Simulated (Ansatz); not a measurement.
**triplet CH5BFN at 6 levels**

We compute a comparison of 6 runs (UHF/STO-3G, U-wB97X/cc-pVDZ, UPBE-QIDH/cc-pVDZ, UPBE/cc-pVDZ, UCCSD/cc-pVDZ, UCCSD(T)/cc-pVDZ) of triplet CH5BFN. 

Program for the calculation: Ansatz 0.2.0.

126 further runs of the same task are left out: 126 set aside as unsound or not needed.

### Step 1. Starting point

The species is CH5BFN (9 atoms), meant as a triplet with charge 0. SMILES of the parent species: `CB(N)F`. The shape is that of a PBE0-D4/def2-TZVP optimisation. That shape belongs to the parent species and isn't relaxed for this state.

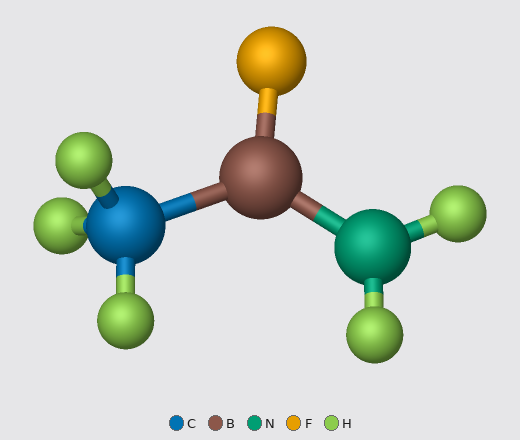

The structure, seen from a chosen angle (carbon blue, boron brown, nitrogen teal, fluorine amber, hydrogen green).

### Step 2. A single-point energy at UHF/STO-3G (run 1)

The input, job.yaml:

```yaml
basis:
  gaussian:
    orbitals: STO-3G
crystal:
  periodic: [false, false, false]
  atoms:
    - {symbol: C, position_ang: [-0.428400, 0.964700, -0.539000]}
    - {symbol: B, position_ang: [0.098200, -0.482300, -0.251400]}
    - {symbol: N, position_ang: [0.546200, -0.928100, 0.993800]}
    - {symbol: F, position_ang: [0.128500, -1.370900, -1.263800]}
    - {symbol: H, position_ang: [0.176600, 1.438400, -1.318100]}
    - {symbol: H, position_ang: [-0.424000, 1.616300, 0.336600]}
    - {symbol: H, position_ang: [-1.450400, 0.924300, -0.928000]}
    - {symbol: H, position_ang: [0.878700, -1.865200, 1.143700]}
    - {symbol: H, position_ang: [0.563100, -0.343500, 1.809000]}
magnetization:
  spin_polarized: true
  initial_magnetization: 2
hamiltonian:
  xc: hf
accuracy: high
output: {orbitals: {seedname: orbitals}}
```

Run with:

```sh
$ ansatz run job.yaml --threads 1 --pin off --max-ram 3480MiB --events-out events.jsonl --progress --plain --runs-dir runs
```

Standard output:

```text
Warning: RAYON_NUM_THREADS=1 ignored (pool sized by the plan → 1); use --threads N
Functional definition: HF
  name "HF"
  exchange = exact_x
  correlation = 0
499 factors; integrals over basis functions are off by at most 1.6e-8 eV
mean field evaluation 1: about -5883.4099 eV, gradient 1.6e1 eV
mean field evaluation 2: about -5883.5857 eV, gradient 1.6e1 eV
mean field evaluation 4: about -5885.7151 eV, gradient 1.5e0 eV
mean field evaluation 8: about -5885.7537 eV, gradient 3.7e-4 eV
mean field evaluation 16: about -5883.7622 eV, gradient 5.4e0 eV
mean field evaluation 32: about -5884.4213 eV, gradient 1.4e0 eV
mean field -5885.75159017 eV, -216.2973814329 hartree, gradient 1.3e-8 eV, S^2 2.017383; 0 other end points of the search recorded, 0 dependent functions left out
reference -5885.75159017 eV, -216.2973814329 hartree; 17, 15 occupied and 8, 10 virtual orbitals, 499 factors
Total energy: -5885.75159017 eV, -216.2973814329 hartree
```

Run time: 0.28 s. Hardware: 1 thread of Arm Neoverse V1, shared host.

### Step 3. A single-point energy at U-wB97X/cc-pVDZ (run 2)

The input, input.yaml:

```yaml
crystal:
  periodic: [false, false, false]
  atoms:
    - {symbol: C, position_ang: [-0.428400, 0.964700, -0.539000]}
    - {symbol: B, position_ang: [0.098200, -0.482300, -0.251400]}
    - {symbol: N, position_ang: [0.546200, -0.928100, 0.993800]}
    - {symbol: F, position_ang: [0.128500, -1.370900, -1.263800]}
    - {symbol: H, position_ang: [0.176600, 1.438400, -1.318100]}
    - {symbol: H, position_ang: [-0.424000, 1.616300, 0.336600]}
    - {symbol: H, position_ang: [-1.450400, 0.924300, -0.928000]}
    - {symbol: H, position_ang: [0.878700, -1.865200, 1.143700]}
    - {symbol: H, position_ang: [0.563100, -0.343500, 1.809000]}
basis:
  gaussian: {orbitals: cc-pVDZ}
magnetization: {spin_polarized: true, initial_magnetization: 2}
hamiltonian: {xc: {name: wB97X}}
accuracy: high
output: {orbitals: {seedname: orbitals}}
```

Run with:

```sh
$ ansatz run input.yaml --threads 1 --pin off --max-ram 3480MiB --events-out events.jsonl --progress --plain --runs-dir runs
```

Standard output, cut to the lines that bear on the results:

```text
Warning: RAYON_NUM_THREADS=1 ignored (pool sized by the plan → 1); use --threads N
Functional definition: wB97X
  name "wB97X"
[...]
      + exact_x_lr(omega)
[...]
      + integral(e_c_pw_opposite_spin*poly(b97_u_opposite, 1, cos1, cos2, cos3, cos4))
1903 factors; integrals over basis functions are off by at most 3.3e-9 eV
338 factors; integrals over basis functions are off by at most 2.5e-9 eV
[...]
mean field -5996.06379143 eV, -220.3512800569 hartree, gradient 7.6e-8 eV, S^2 2.007684; 4 other end points of the search recorded, 0 dependent functions left out
reference -5996.06378928 eV, -220.3512799781 hartree; 17, 15 occupied and 64, 66 virtual orbitals, 1903 factors
Total energy: -5996.06378928 eV, -220.3512799781 hartree
```

Run time: 87 s. Hardware: 1 thread of Arm Neoverse V1, shared host; peak memory 0.7 GiB.

### Step 4. The energy at UPBE-QIDH/cc-pVDZ (run 3)

The input, in.yaml:

```yaml
crystal:
  periodic: [false, false, false]
  atoms:
    - {symbol: C, position_ang: [-0.428400, 0.964700, -0.539000]}
    - {symbol: B, position_ang: [0.098200, -0.482300, -0.251400]}
    - {symbol: N, position_ang: [0.546200, -0.928100, 0.993800]}
    - {symbol: F, position_ang: [0.128500, -1.370900, -1.263800]}
    - {symbol: H, position_ang: [0.176600, 1.438400, -1.318100]}
    - {symbol: H, position_ang: [-0.424000, 1.616300, 0.336600]}
    - {symbol: H, position_ang: [-1.450400, 0.924300, -0.928000]}
    - {symbol: H, position_ang: [0.878700, -1.865200, 1.143700]}
    - {symbol: H, position_ang: [0.563100, -0.343500, 1.809000]}
basis:
  gaussian: {orbitals: cc-pVDZ}
magnetization: {spin_polarized: true, initial_magnetization: 2}
hamiltonian: {xc: {name: PBE-QIDH}}
correlation: {frozen_orbitals: {B: 1, C: 1, F: 1, H: 0, "N": 1}}
accuracy: high
output: {orbitals: {seedname: orbitals}}
```

Run with:

```sh
$ ansatz run in.yaml --threads 1 --pin off --max-ram 3480MiB --events-out events.jsonl --progress --plain --runs-dir runs
```

Standard output, cut to the lines that bear on the results:

```text
Warning: RAYON_NUM_THREADS=1 ignored (pool sized by the plan → 1); use --threads N
Functional definition: PBE-QIDH
  name "PBE-QIDH"
[...]
1903 factors; integrals over basis functions are off by at most 3.3e-9 eV
[...]
mean field -5983.24127397 eV, -219.8800612317 hartree, gradient 5.1e-8 eV, S^2 2.013198; 2 other end points of the search recorded, 0 dependent functions left out
4 core orbitals not correlated: weight in the atoms' cores, before any rotation towards them, 1.000 or more for the frozen orbitals, at most 0.000 for the correlated occupied ones
reference -5983.24127502 eV, -219.8800612704 hartree; 13, 11 occupied and 64, 66 virtual orbitals, 1903 factors
second order -16.80591023 eV of doubles, -0.00000000 eV of singles
Total energy: -5988.84324510 eV, -220.0859298735 hartree
```

Wall time 21 s (1 thread of Arm Neoverse V1, shared host); peak memory 0.34 GiB.

Runs 4 to 5 aren't shown in full; the table further down has their settings and results.

### Step 5. A single-point energy at UCCSD(T)/cc-pVDZ (run 6)

in.yaml: that of step 4 with these lines changed.

```diff
@@ -15,5 +15,4 @@
 magnetization: {spin_polarized: true, initial_magnetization: 2}
-hamiltonian: {xc: {name: PBE-QIDH}}
-correlation: {frozen_orbitals: {B: 1, C: 1, F: 1, H: 0, "N": 1}}
+correlation: {method: ccsd_t, frozen_orbitals: {B: 1, C: 1, F: 1, H: 0, "N": 1}}
 accuracy: high
-output: {orbitals: {seedname: orbitals}}
+scf: {omitted_lower_state_checks: [cluster_reference, increment]}
```

Run with:

```sh
$ ansatz run in.yaml --threads 1 --pin off --max-ram 3480MiB --events-out events.jsonl --progress --plain --runs-dir runs
```

Standard output:

```text
Warning: RAYON_NUM_THREADS=1 ignored (pool sized by the plan → 1); use --threads N
[... 15 lines left out ...]
4 core orbitals not correlated: weight in the atoms' cores, before any rotation towards them, 1.000 or more for the frozen orbitals, at most 0.000 for the correlated occupied ones
[... 40 lines left out ...]
Total energy: -5982.10669804 eV, -219.8383663353 hartree
Checks for a lower state left out: cluster_reference, increment
```

Wall time 99 s (1 thread of Arm Neoverse V1, shared host); peak memory 0.89 GiB.

### Step 6. All runs side by side

```csv
run,level,frozen core orbitals,energy (Eh),HOMO energy (eV),⟨S²⟩,wall time
1,UHF/STO-3G,–,-216.297381,-0.77,2.017,0.28 s
2,U-wB97X/cc-pVDZ,–,-220.351280,-2.91,2.008,87 s
3,UPBE-QIDH/cc-pVDZ,4,-220.085930,-2.54,2.013,21 s
4,UPBE/cc-pVDZ,–,-220.155016,-0.26,2.003,29 s
5,UCCSD/cc-pVDZ,4,-219.825199,–,2.021,81 s
6,UCCSD(T)/cc-pVDZ,4,-219.838366,–,2.021,99 s
```

### Step 7. Outcome

```
                                          quantity          value
                               run 6: total energy  -219.83837 Eh
run 6: correlation energy (4 core orbitals frozen)     -607.2 mEh
                             run 6: (T) correction     -13.17 mEh
          run 6: ⟨S²⟩ of the reference determinant          2.021
                              run 6: T1 diagnostic          0.016
```

**Reading.** Totals of different functionals can't be ranked against each other. In run 1 the basis is minimal, so the values are rough. All runs together took 5.3 min, the longest 99 s.
